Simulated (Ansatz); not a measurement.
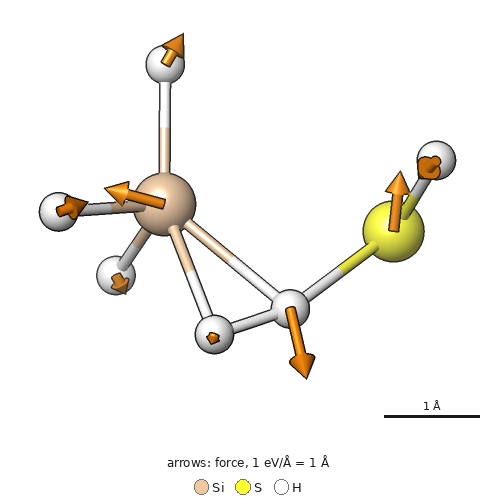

Starting geometry of SiH$_{6}$S with the computed forces as orange arrows. A ball-and-stick model, seen at a tilt.

These are results of RKS SPW92 (LDA)/cc-pVDZ (Ansatz), not measurements.

Input
```yaml
crystal:
  periodic: [false, false, false]
  atoms:
    - {symbol: Si, position_ang: [-0.628500, -0.129585, -0.377605]}
    - {symbol: S, position_ang: [0.720887, 0.440390, 1.631996]}
    - {symbol: H, position_ang: [-0.625295, -0.635280, -1.843203]}
    - {symbol: H, position_ang: [-1.469127, 1.108016, -0.357421]}
    - {symbol: H, position_ang: [-1.361820, -1.243155, 0.313271]}
    - {symbol: H, position_ang: [0.987534, 0.589772, -0.051444]}
    - {symbol: H, position_ang: [0.864834, 0.566737, -1.005131]}
    - {symbol: H, position_ang: [1.450987, -0.740576, 1.629560]}
basis:
  gaussian: {orbitals: cc-pVDZ}
hamiltonian: {xc: lda}
saddle:
  f_tol: 0.05
  max_steps: 40
  mode_guess:
    - [0.0380, 0.1227, -0.3440]
    - [0.2385, 0.1453, 0.0342]
    - [-0.1645, -0.0539, -0.2052]
    - [-0.0944, 0.0220, -0.0686]
    - [0.2272, 0.0641, -0.0129]
    - [0.0423, -0.1216, 0.6932]
    - [-0.3136, -0.1875, -0.1114]
    - [0.0265, 0.0090, 0.0147]
```

Launched with:
```bash
ansatz run in.yaml --threads 2 --pin off --events-out ev --progress --plain --max-ram 4352MiB
```

Q: What follows when this structure is relaxed?

A: It isn't relaxed: the largest force vector, on H6, is 0.87 eV/Å. The final displacements follow the starting forces only in part (cosine between the two patterns 0.36). The energy falls by 0.080 eV in 9 geometry steps. Largest force component: 0.65 eV/Å at the start, 0.0024 eV/Å at the end. The atom that moves furthest after the best rigid fit is H6 (0.17 Å). By element the largest moves are H 0.17 Å, S 0.06 Å, Si 0.06 Å. Among the contacts that change: Si1–H6 1.799 → 1.962 Å, H6–H7 0.962 → 1.046 Å, S2–H6 1.711 → 1.655 Å, Si1–H3 1.550 → 1.525 Å. Among the angles between lasting bonds that change: H3–Si1–H4 106.5° → 111.8°, H3–Si1–H7 77.9° → 83.1°, H4–Si1–H7 98.9° → 94.4°.
